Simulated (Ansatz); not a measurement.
# HfPbSO2 (built on the sites of a database entry of HfPbO3): a soft mode frozen in, part 2 of 3

Wanted: the energy along a soft mode of HfPbSO2 (built on the sites of a database entry of HfPbO3) and the structure at the end.

Ansatz 0.2.0; DFT PBEsol, scalar-relativistic, plane waves, PAW.

So far, highest frequency on the path or at a solved wavevector (cm⁻¹): step 2 (phonons on a q mesh) 811. Also lowest frequency on the path (cm⁻¹): step 2 -170.

The structure was built from a prototype and need not be the compound's stable phase.

### Step 4. The mode frozen in, largest atomic shift 0.22 Å

The atoms are moved along the unstable eigenvector, the largest shift by 0.22 Å, with the cell fixed.

input.yaml

```yaml
crystal:
  lattice:
    - [5.112178275, 0.0, 0.0]
    - [0.0, 4.0961772096, 0.0]
    - [0.0, 0.0, 4.0961772096]
  atoms:
    - { symbol: Hf, position: [0.5, 0.5, 0.5] }
    - { symbol: Pb, position: [0.0, 0.0, 0.0] }
    - { symbol: S, position: [0.0, 0.5, 0.5] }
    - { symbol: O, position: [0.543034493, 0.0, 0.5] }
    - { symbol: O, position: [0.456965507, 0.5, 0.0] }
kpoints:
  mp_grid: { grid: [6, 8, 8] }
hamiltonian:
  xc: pbesol
scf:
  occupations: { method: gaussian, width: 0.02 }
output:
  forces: true
  stress: true
  eigenvalues: true
```

Launch:

```console
$ ansatz run input.yaml --threads 8 --pin off --max-ram 14336MiB --backend cpu --events-out ev --progress --plain --runs-dir out
```

Numbers of over 12 decimals in the logs are rounded to 6 here.

The log of the run:

```text
[...]
Crystal: 5 atoms, lattice volume = 85.776 Å³
Basis set: ecut = 420 eV, 1673 PW (Γ), exchange–correlation on 72×60×60 points (8 copies of the dense FFT grid, shifted against one another)
Bands: 35, of which v1, the nominal top of the filled ones, is band 29 counted from 1 (28 counted from 0)
Symmetry: 8 space group operations
[...]
k-points: 60 of 384 (time reversal used)
[...]
k-point 0: bands = [... 25 lower, 9.0555, 9.4466, 9.4466, 9.8944, 13.5052, 13.5052, 14.2273, 14.2887, ... 1 higher]
  k-point 1: bands = [... 25 lower, 9.0634, 9.3062, 9.4101, 9.8857, 13.4608, 13.5136, 14.3024, 14.5588, ... 1 higher]
  k-point 2: bands = [... 25 lower, 9.1406, 9.2454, 9.3061, 9.7317, 13.4447, 13.6137, 14.0504, 14.5546, ... 1 higher]
  k-point 59: bands = [... 25 lower, 6.8192, 9.3316, 9.3316, 10.3520, 14.4331, 15.7631, 15.7631, 16.7641, ... 1 higher]
[key lines of the parts left out:]
SCF converged after 8 iterations
Free energy (F): -29364.482057 eV
Fermi energy:    11.412602 eV
P = ⅓ Tr σ = -1.2850 GPa (-12.850 kbar)
```

Elapsed: 1.1 s, on 8 threads of AMD EPYC 9R45, shared host; peak memory 0.56 GiB.

Numbers from this step:

```
pressure                         : -1.285 GPa
gap on the k-mesh                : 1.362 eV
energy from the undistorted cell : -9.8 meV/atom
```

The energy, extrapolated to zero smearing, is -9.80 meV/atom against the undistorted cell.

The run ends at a pressure of -1.28 GPa, with forces up to 0.095 eV/Å.

### Step 5. Energy along the mode, all amplitudes (two of the runs are shown above)

An imaginary frequency means negative curvature, so the energy should fall and then rise again as anharmonic terms take over.

Numbers from this step:

```
depth at the lowest point sampled  : 9.8 meV/atom
largest atomic shift at that point : 0.22 Å
```

Table of energy from the parent by largest atomic shift:

| largest atomic shift (Å) | energy from the parent (meV/atom) |
| --- | --- |
| 0.000 | 0 |
| 0.040 | -0.537 |
| 0.080 | -2.04 |
| 0.140 | -5.46 |
| 0.220 | -9.8 |
| 0.320 | -9.23 |
| 0.450 | 12.1 |

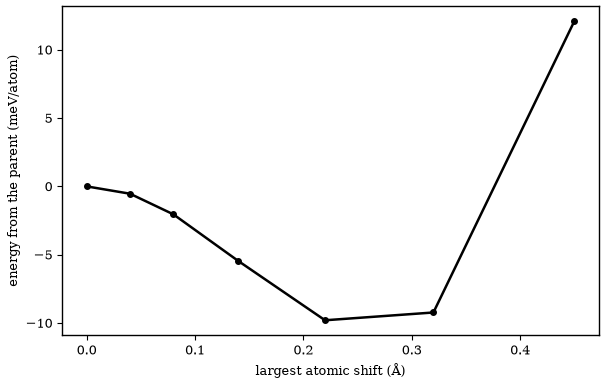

Energy from the parent, plotted against largest atomic shift.

Displacement at unit largest shift by atom:

| atom | x (Å) | y (Å) | z (Å) | size |
| --- | --- | --- | --- | --- |
| Hf1 | 0.00 | 0.00 | 0.00 | 0.00 |
| Pb2 | 0.00 | 0.00 | 0.00 | 0.00 |
| S3 | 0.00 | 0.00 | 0.00 | 0.00 |
| O4 | 1.00 | 0.00 | 0.00 | 1.00 |
| O5 | -1.00 | 0.00 | 0.00 | 1.00 |

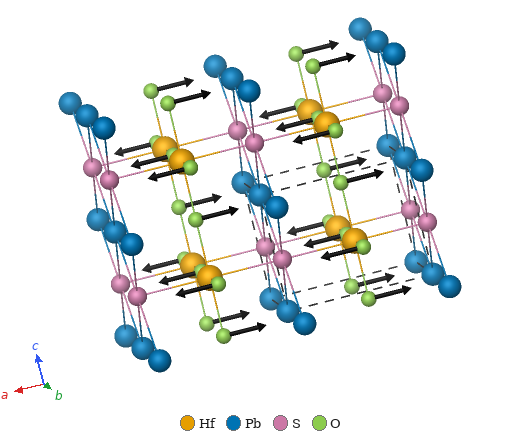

Displacement at unit largest shift as arrows, the longest 1 Å. 2×2×2 cells are drawn. Some periodic images of atoms are drawn too.

The lowest of the steps tried is at 0.22 Å, 9.8 meV/atom below the parent; the bottom of the well need not coincide with a step.

### Step 6. Relaxation from the frozen mode

Starting from the lowest point found, all atoms and the cell are let go, so that strain and other modes of the same symmetry can join in.

Changes to input.yaml since step 4:

```diff
@@ -16,3 +16,3 @@
 scf:
-  occupations: { method: gaussian, width: 0.02 }
+  occupations: { method: fixed }
 output:
@@ -21 +21,10 @@
   eigenvalues: true
+  write_density: true
+  write_potential: true
+  elf: true
+  volumetric_format: npy
+relax:
+  adjacent_minimum: "off"
+  f_tol: 0.002
+  max_steps: 120
+  cell: { stress_tol: 0.03 }
```

The log of the run:

```text
[...]
Crystal: 5 atoms, lattice volume = 85.776 Å³
Basis set: ecut = 420 eV, 1673 PW (Γ), exchange–correlation on 72×60×60 points (8 copies of the dense FFT grid, shifted against one another)
Bands: 35, of which v1, the nominal top of the filled ones, is band 29 counted from 1 (28 counted from 0)
Symmetry: 8 space group operations
[...]
k-points: 60 of 384 (time reversal used)
[...]
SCF iter   1: F=—  HF=-29364.514676 eV  |F-HF|=—  |Δ(HF+E_count)|=         —  Δρ=1.22e-2  dr2=1.26e-1  ethr=1.77e-3  ⟨swp⟩=4.8  Hψ=7042  notcnv=0  defer=215
[...]
SCF iter   8: F=-29364.482057 eV  HF=-29364.482057 eV  |F-HF|=2.91e-8  |Δ(HF+E_count)|=   2.53e-7  Δρ=5.18e-6  dr2=3.07e-8  ethr=1.72e-10  ⟨swp⟩=12.4  Hψ=16874  notcnv=0
SCF 1 converged in 8 iterations: F = -29364.482057 eV  dr2 = 3.07e-8
[...]
relax step   1: F+E_penalty+E_count = -29364.48205703 eV  Δ(F+E_penalty+E_count) = +0.000e0 eV  max|allowed force component| = 9.470e-2 eV/Å  Δτ_max = 0.0000 Å  P = -1.285 GPa  Ω = 85.776 Å³  (8 SCF iters, dr2 threshold 1.00e-7 eV, accepted)
Crystal: 5 atoms, lattice volume = 84.828 Å³
Basis set: ecut = 420 eV, 1657 PW (Γ), exchange–correlation on 72×60×60 points (8 copies of the dense FFT grid, shifted against one another)
[...]
iter 1 solved again at ethr=7.69e-6 eV; its pass at ethr=3.10e-3 eV (dr2=4.46e-3 eV) is discarded
[...]
SCF iter   6: F=-29364.505882 eV  HF=-29364.505882 eV  |F-HF|=1.73e-8  |Δ(HF+E_count)|=   4.71e-6  Δρ=2.51e-5  dr2=4.68e-7  ethr=8.62e-10  ⟨swp⟩=14.0  Hψ=19920  notcnv=0
SCF 2 converged in 6 iterations: F = -29364.505882 eV  dr2 = 4.68e-7
relax step   2: F+E_penalty+E_count = -29364.50588182 eV  Δ(F+E_penalty+E_count) = -2.382e-2 eV  max|allowed force component| = 1.355e-1 eV/Å  Δτ_max = 0.0367 Å  P = +0.437 GPa  Ω = 84.828 Å³  energy of the carried Pulay correction = +1.950e-3 eV  (6 SCF iters, dr2 threshold 5.00e-7 eV, accepted)
Crystal: 5 atoms, lattice volume = 84.904 Å³
Basis set: ecut = 420 eV, 1641 PW (Γ), exchange–correlation on 72×60×60 points (8 copies of the dense FFT grid, shifted against one another)
[...]
SCF iter   7: F=-29364.517592 eV  HF=-29364.517592 eV  |F-HF|=4.55e-8  |Δ(HF+E_count)|=   3.83e-7  Δρ=1.36e-5  dr2=2.26e-7  ethr=8.62e-10  ⟨swp⟩=14.6  Hψ=20751  notcnv=0
SCF 3 converged in 7 iterations: F = -29364.517592 eV  dr2 = 2.26e-7
[...]
relax step   3: F+E_penalty+E_count = -29364.51759245 eV  Δ(F+E_penalty+E_count) = -1.171e-2 eV  max|allowed force component| = 4.351e-2 eV/Å  Δτ_max = 0.0910 Å  P = -0.137 GPa  Ω = 84.904 Å³  energy of the carried Pulay correction = +1.793e-3 eV  (7 SCF iters, dr2 threshold 5.00e-7 eV, accepted)
[...]
relax step   4: F+E_penalty+E_count = -29364.51837850 eV  Δ(F+E_penalty+E_count) = -7.861e-4 eV  max|allowed force component| = 1.501e-2 eV/Å  Δτ_max = 0.0223 Å  P = +0.005 GPa  Ω = 84.903 Å³  energy of the carried Pulay correction = +1.795e-3 eV  (7 SCF iters, dr2 threshold 1.44e-7 eV, accepted)
[...]
relax step   5: F+E_penalty+E_count = -29364.51857135 eV  Δ(F+E_penalty+E_count) = -1.928e-4 eV  max|allowed force component| = 3.088e-3 eV/Å  Δτ_max = 0.0059 Å  P = +0.021 GPa  Ω = 84.842 Å³  energy of the carried Pulay correction = +1.921e-3 eV  (6 SCF iters, dr2 threshold 1.41e-8 eV, accepted)
[...]
relax step   6: F+E_penalty+E_count = -29364.51852218 eV  Δ(F+E_penalty+E_count) = +4.917e-5 eV  max|allowed force component| = 1.196e-5 eV/Å  Δτ_max = 0.0006 Å  P = +0.001 GPa  Ω = 84.870 Å³  energy of the carried Pulay correction = +1.864e-3 eV  (4 SCF iters, dr2 threshold 1.19e-8 eV, accepted)
[...]
relax step   7: F+E_penalty+E_count = -29364.51726165 eV  Δ(F+E_penalty+E_count) = +1.261e-3 eV  max|allowed force component| = 5.151e-5 eV/Å  Δτ_max = 0.0000 Å  P = -0.025 GPa  Ω = 84.870 Å³  stress off target by 6.71e-2 GPa  SCF on the basis re-selected at this cell (its energy is not comparable with the rows above)  (8 SCF iters)
[...]
relax step   8: F+E_penalty+E_count = -29364.51730112 eV  Δ(F+E_penalty+E_count) = -3.947e-5 eV  max|allowed force component| = 5.309e-4 eV/Å  Δτ_max = 0.0014 Å  P = +0.008 GPa  Ω = 84.861 Å³  energy of the carried Pulay correction = +1.938e-5 eV  (6 SCF iters, dr2 threshold 1.13e-8 eV, accepted)
[...]
SCF iter   1: F=—  HF=-29364.517262 eV  |F-HF|=—  |Δ(HF+E_count)|=         —  Δρ=2.12e-5  dr2=1.10e-8  ethr=1.41e-7  ⟨swp⟩=3.6  Hψ=12840  notcnv=0  defer=230
eigensolver tolerance schedule: the retry pair's looser diagonalisation over-reported the residual by 7430.65 of it (diagonalisation noise at 0.51 of the residual, at the tolerance the schedule requests for it); recorded, not acted on — ethr = c·dr2/N_el stays at c = 1.0e-1
[...]
SCF iter   2: F=—  HF=-29364.517287 eV  |F-HF|=—  |Δ(HF+E_count)|=   2.49e-5  Δρ=1.07e-5  dr2=2.86e-9  ethr=1.90e-11  ⟨swp⟩=3.4  Hψ=5190  notcnv=0  defer=201
[...]
SCF iter   5: F=-29364.517288 eV  HF=-29364.517288 eV  |F-HF|=2.55e-11  |Δ(HF+E_count)|=    0.00e0  Δρ=1.66e-7  dr2=1.08e-11  ethr=1.00e-12  ⟨swp⟩=11.7  Hψ=12618  notcnv=0
SCF 9 converged in 5 iterations: F = -29364.517288 eV  dr2 = 1.08e-11
relax step   9: F+E_penalty+E_count = -29364.51728775 eV  Δ(F+E_penalty+E_count) = +1.337e-5 eV  max|allowed force component| = 5.309e-4 eV/Å  Δτ_max = 0.0000 Å  P = +0.007 GPa  Ω = 84.861 Å³  stress off target by 8.25e-3 GPa  SCF on the basis re-selected at this cell (its energy is not comparable with the rows above)  (5 SCF iters)
[...]
SCF converged after 5 iterations
Free energy (F): -29364.517288 eV
[...]
Internal energy: -29364.517288 eV  (E = F + TS)
E sigma→0 (E₀):  -29364.517288 eV
Fermi energy:    11.111264 eV
[...]
--- Forces (eV/Å), atoms counted from 1 ---
  atom   1  Hf     0.00000000     0.00000000     0.00000000
  atom   2  Pb    -0.00000000     0.00000000     0.00000000
  atom   3  S      0.00000000     0.00000000     0.00000000
  atom   4  O      0.00053086     0.00000000     0.00000000
  atom   5  O     -0.00053086     0.00000000     0.00000000
  max |Σ_I F_I| component: 5.55e-17 eV/Å
--- Stress (GPa, compression-positive) ---
        0.005893       0.000000       0.000000
        0.000000       0.008247       0.000000
        0.000000       0.000000       0.008247
  P = ⅓ Tr σ = 0.0075 GPa (0.075 kbar)
--- Band table (eV; the first three rows and the last of 60) ---
  k-point 0: bands = [... 25 lower, 9.0006, 9.3382, 9.3382, 10.0232, 14.2902, 14.3273, 14.3273, 14.4136, ... 2 higher]
  k-point 1: bands = [... 25 lower, 9.1396, 9.2246, 9.3754, 10.0735, 13.9466, 14.1580, 14.3342, 14.8577, ... 2 higher]
  k-point 2: bands = [... 25 lower, 9.2485, 9.3647, 9.4919, 9.9502, 13.7360, 14.1198, 14.2652, 14.7327, ... 2 higher]
  k-point 59: bands = [... 25 lower, 7.2199, 9.4128, 9.4128, 10.3584, 14.6865, 15.4598, 15.4598, 17.1944, ... 2 higher]
--- Relaxed structure (7 steps of the walk, 7 accepted, 2 SCFs on fresh bases) ---
  F+E_penalty+E_count = -29364.51728775 eV   max|allowed force component| = 5.309e-4 eV/Å   (the final SCF, on the basis selected at the relaxed cell)
  cell:  # Å, volume = 84.8609 Å³
    - [5.200692, 0, 0.0]
    - [0, 4.039459, 0.0]
    - [0.0, 0.0, 4.039459]
  atoms:
    - { symbol: Hf, position: [0.5, 0.500000, 0.500000] }
    - { symbol: Pb, position: [-5.429305106858565e-19, 0, 0.0] }
    - { symbol: S, position: [-5.429305106858567e-19, 0.500000, 0.500000] }
    - { symbol: O, position: [0.564964, 0, 0.500000] }
    - { symbol: O, position: [0.435036, 0.500000, 0.0] }
```

Elapsed: 10 s, on 8 threads; peak memory 0.62 GiB.

Step by step:

| step | energy less that of the first step (eV) | largest force component (eV/Å) | pressure (GPa) | volume (Å³) |
| --- | --- | --- | --- | --- |
| 1 | 0.0000 | 0.0947 | -1.28 | 85.78 |
| 2 | -0.0238 | 0.1355 | 0.44 | 84.83 |
| 3 | -0.0355 | 0.0435 | -0.14 | 84.90 |
| 4 | -0.0363 | 0.0150 | 0.01 | 84.90 |
| 5 | -0.0365 | 0.0031 | 0.02 | 84.84 |
| 6 | -0.0365 | 0.0000 | 0.00 | 84.87 |
| 7* | -0.0352 | 0.0001 | -0.03 | 84.87 |
| 8 | -0.0352 | 0.0005 | 0.01 | 84.86 |
| 9* | -0.0352 | 0.0005 | 0.01 | 84.86 |

Relaxation steps marked * repeat the geometry before them on a plane-wave basis chosen anew for their cell, so energy and pressure can jump there.

Forces are held to the 8 operations that the run works with; a distortion that breaks them can't arise in this run.

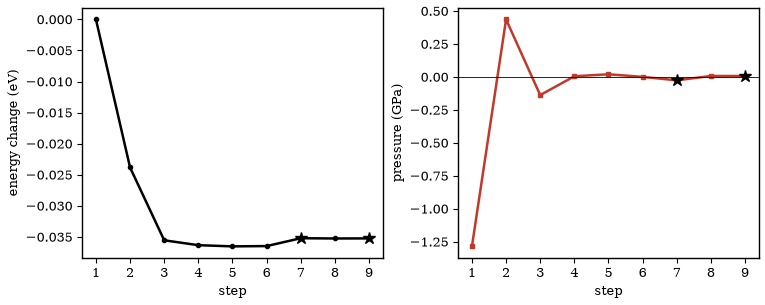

Energy and pressure along the relaxation. Stars mark steps on a basis chosen anew.

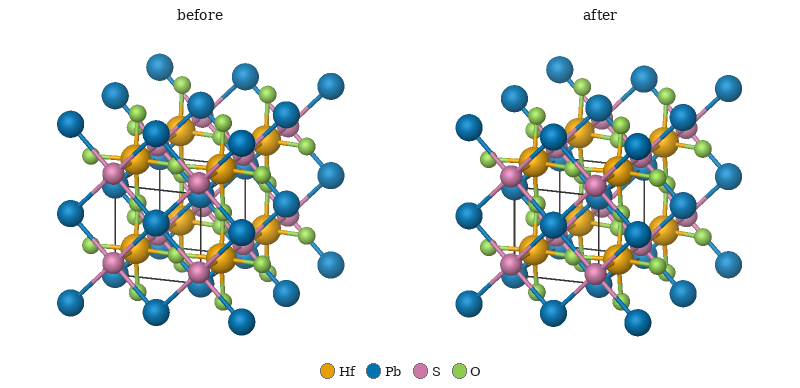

The structure before and after the relaxation, drawn at the same scale.

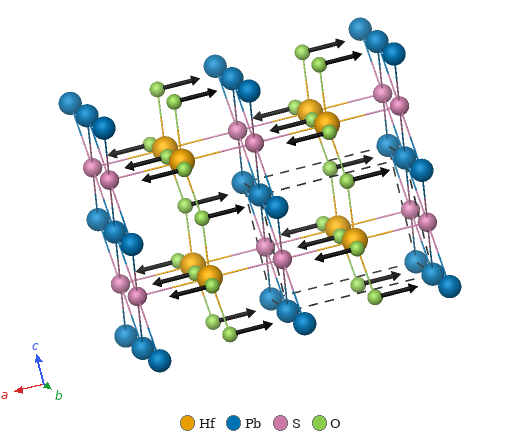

Displacements in the relaxation, exaggerated, measured against the changing cell; the longest in the cell stands for 0.11 Å. 2×2×2 cells are drawn. Some periodic images of atoms are drawn too.

| cell as run | before | after | change |
| --- | --- | --- | --- |
| a (Å) | 5.112 | 5.201 | +1.7 % |
| b (Å) | 4.096 | 4.039 | -1.4 % |
| c (Å) | 4.096 | 4.039 | -1.4 % |
| volume (Å³/atom) | 17.16 | 16.97 | -1.1 % |

The atoms that moved most (Å, as changes of fractional coordinates times the final cell):

| atom | dx | dy | dz | length |
| --- | --- | --- | --- | --- |
| O4 | 0.114 | 0.000 | 0.000 | 0.114 |
| O5 | -0.114 | 0.000 | 0.000 | 0.114 |

Final coordinates:

```xyz
5
Lattice="5.2007 0.0000 0.0000 0.0000 4.0395 0.0000 0.0000 0.0000 4.0395" Properties=species:S:1:pos:R:3 pbc="T T T"
Hf    2.6003    2.0197    2.0197
Pb    0.0000    0.0000    0.0000
S     0.0000    2.0197    2.0197
O     2.9382    0.0000    2.0197
O     2.2625    2.0197    0.0000
```

Numbers from this step:

* pressure: 0.007462 GPa
* gap on the k-mesh: 1.319 eV
* volume per atom: 16.97 Å³

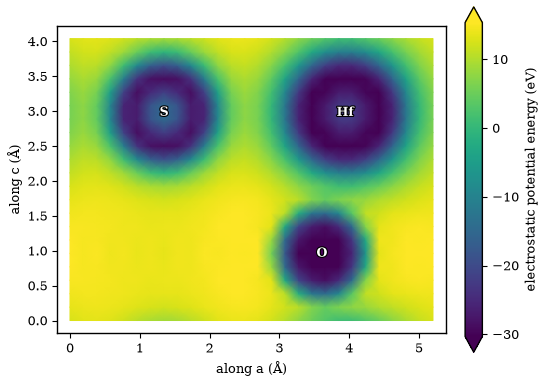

Electrostatic potential energy in the ac plane at fractional y = 0.500, with atoms of Hf and S and O within 0.2 Å of it. With pseudopotentials it is smooth inside the atoms' cores, unlike the true potential. The map starts off the cell's origin, so that atoms lie inside it.

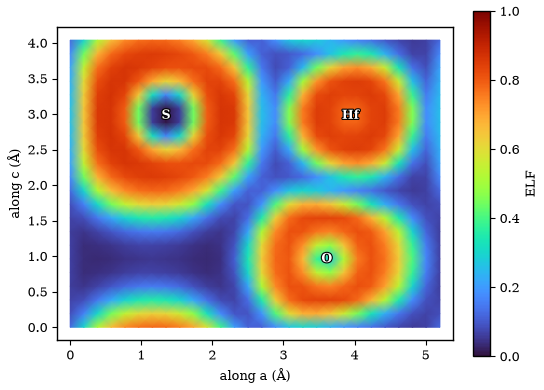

ELF in the ac plane at fractional y = 0.500, with atoms of Hf and S and O within 0.2 Å of it. It is the smooth field of the valence electrons, not physical close to the nuclei. The map starts off the cell's origin, so that atoms lie inside it.

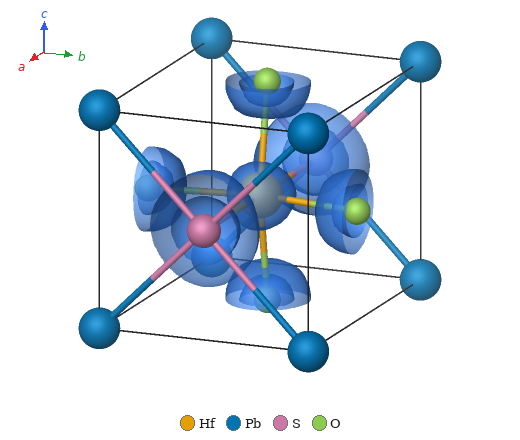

Surface of ELF = 0.79.

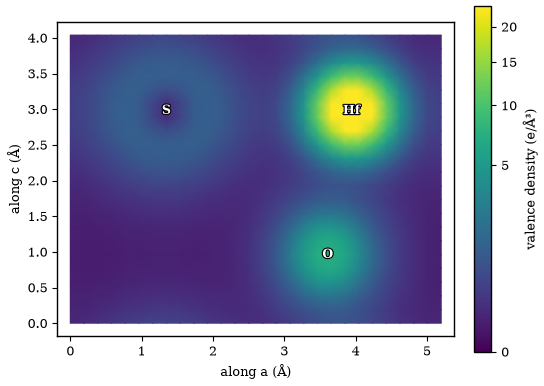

Valence density in the ac plane at fractional y = 0.500, with atoms of Hf and S and O within 0.2 Å of it. It is the smooth field of the valence electrons, not physical close to the nuclei. The map starts off the cell's origin, so that atoms lie inside it. The colour scale is stretched toward low values.

The distorted start has space group P-4m2; the relaxation ends in P-4m2.

### Step 7. The new phase in its own primitive cell

The relaxed structure is symmetrised, reduced to its primitive cell and relaxed tightly, as its phonons need.

input.yaml

```yaml
crystal:
  lattice:
    - [4.0394586419, 0.0, 0.0]
    - [0.0, 4.0394586419, 0.0]
    - [0.0, 0.0, 5.2006915346]
  atoms:
    - { symbol: Hf, position: [0.5, 0.5, 0.5] }
    - { symbol: Pb, position: [0.0, 0.0, 0.0] }
    - { symbol: S, position: [0.5, 0.5, 0.0] }
    - { symbol: O, position: [0.5, 0.0, 0.5649636061] }
    - { symbol: O, position: [0.0, 0.5, 0.4350363939] }
kpoints:
  mp_grid: { grid: [6, 6, 6] }
hamiltonian:
  xc: pbesol
scf:
  occupations: { method: fixed }
output:
  forces: true
  stress: true
  eigenvalues: true
relax:
  adjacent_minimum: "off"
  f_tol: 0.001
  max_steps: 60
  cell: { stress_tol: 0.01 }
```

The log of the run:

```text
[...]
Crystal: 5 atoms, lattice volume = 84.861 Å³
Basis set: ecut = 420 eV, 1641 PW (Γ), exchange–correlation on 60×60×72 points (8 copies of the dense FFT grid, shifted against one another)
Bands: 35, of which v1, the nominal top of the filled ones, is band 29 counted from 1 (28 counted from 0)
Symmetry: 8 space group operations
[...]
k-points: 40 of 216 (time reversal used)
[...]
--- Relaxed structure (3 steps of the walk, 3 accepted, 1 SCFs on fresh bases) ---
[...]
cell:  # Å, volume = 84.8744 Å³
    - [4.039804, 0.0, 0.0]
    - [0.0, 4.039804, 0.0]
    - [0.0, 0.0, 5.200633]
  atoms:
    - { symbol: Hf, position: [0.5, 0.5, 0.500000] }
    - { symbol: Pb, position: [0, 0.0, 0.0] }
    - { symbol: S, position: [0.5, 0.5, 0.0] }
    - { symbol: O, position: [0.5, 0.0, 0.564986] }
    - { symbol: O, position: [0, 0.5, 0.435014] }
[key lines of the parts left out:]
SCF converged after 6 iterations
Free energy (F): -29364.515404 eV
Fermi energy:    11.108555 eV
P = ⅓ Tr σ = 0.0006 GPa (0.006 kbar)
```

The job ended after 3 s (8 threads; peak memory 0.58 GiB; 19 s of CPU time).

Little changed from the start: no atom moved by 0.005 Å and no cell edge by 0.1 %.

This step gave:

* pressure: 5.92e-4 GPa
* direct gap on mesh: 1.330 eV

The largest force component left is 0.042 meV/Å and the pressure is 0.001 GPa, within the tolerances set. The cell now holds 16.97 Å³/atom.

(Continued in part 3 of 3.)

[Logs are printed without paths, hosts, clocks, repeated set-up lines and the standing remarks that a program may print on its own settings, such as how far it seeks lower states.]

[Hosts, paths, dates, database ids (printed as entryN), source tags and the programs' standing remarks are cut or masked in the printed files.]
